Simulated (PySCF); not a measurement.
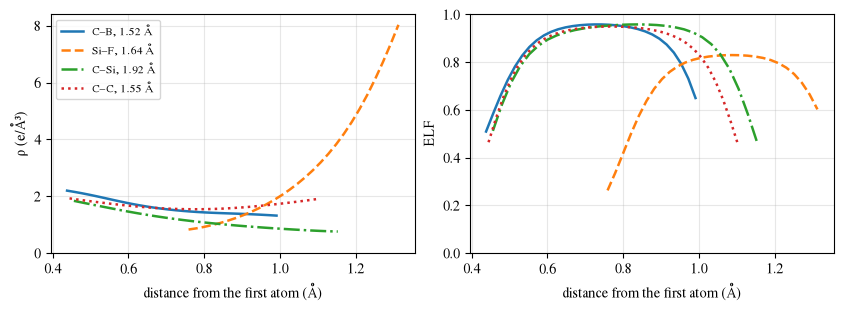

Figure. C$_{2}$H$_{10}$BFSi$_{3}$. Electron density and ELF along straight lines between neighbouring atoms. The curves leave out the atomic cores.

Geometry: GFN2-xTB.

These are results of PBE0/pcSseg-1, SCF density, gas phase, non-relativistic in PySCF, not measurements.

```xyz
17

F    -1.4253   -0.0786    1.8965
Si   -2.3014   -0.5939    0.6084
B    -1.2855   -0.1797   -1.0089
C     0.2383   -0.2185   -1.0330
C     1.0680   -1.0315   -0.0113
Si    2.0905    0.3391    0.8640
Si    0.6649    1.6355   -0.4373
H    -3.5690    0.1018    0.8695
H    -2.5356   -2.0029    0.9614
H    -1.8275    0.2086   -1.9816
H     0.6873   -0.3043   -2.0249
H     0.4189   -1.5524    0.6922
H     1.6556   -1.8015   -0.5119
H     2.0039    0.3467    2.3260
H     3.5210    0.3151    0.5155
H     1.0423    2.4559   -1.6015
H    -0.4533    2.3727    0.1659
```

Q: Compare the contacts.

A: C–B (1.52 Å): ρ at the midpoint is about 1.5 e/Å³; the ELF peaks at about 0.95 between the atoms, as expected for localised, covalent bonding.
Si–F (1.64 Å): ρ at the midpoint is about 0.98 e/Å³; the ELF peaks at about 0.85 in the valence shell of F, 0.6 Å from its nucleus, and is about 0.50 at the midpoint.
C–Si (1.92 Å): the density is about 0.89 e/Å³ at the midpoint; the ELF peaks at about 0.95 between the atoms, as expected for localised, covalent bonding.
C–C (1.55 Å): ρ at the midpoint is about 1.5 e/Å³; the ELF peaks at about 0.95 between the atoms, as expected for a shared electron pair.
